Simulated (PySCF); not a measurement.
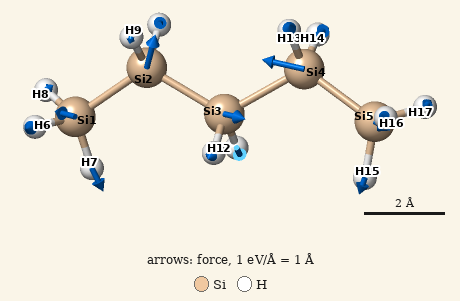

Starting geometry of Si5H12 with the computed forces as blue arrows. Style: ball-and-stick. Shown at a tilt.

The start comes from GFN2-xTB. Its atoms were then displaced at random by about 0.01 Å.

Computed with PBE0-D3(BJ)/def2-TZVP geometry optimisation, gas phase in PySCF. 

### What follows when this structure is relaxed?

It isn't relaxed: the largest force vector, on a Si atom, is 1.11 eV/Å. The final displacements have little in common with the starting forces (cosine between the two patterns −0.03). Over 18 geometry steps the energy falls by 29.3 kJ/mol. The atom that moves furthest after the best rigid fit is an H atom (1.14 Å). By element the largest moves are H 1.14 Å, Si 0.28 Å. Near-neighbour distances that change, for instance: Si–Si 2.298 → 2.338 Å, Si–Si 2.374 → 2.338 Å, H–Si 1.454 → 1.488 Å, H–Si 1.475 → 1.490 Å. Among the angles between lasting bonds that change: Si–Si–Si 121.3° → 111.0°, H–Si–H 102.1° → 108.0°, Si–Si–Si 116.7° → 111.3°. Groups turn about Si–Si by about 50°, Si–Si by about 40°. The run took 4.5 min on 2 threads of AMD EPYC 9R14 (shared host).
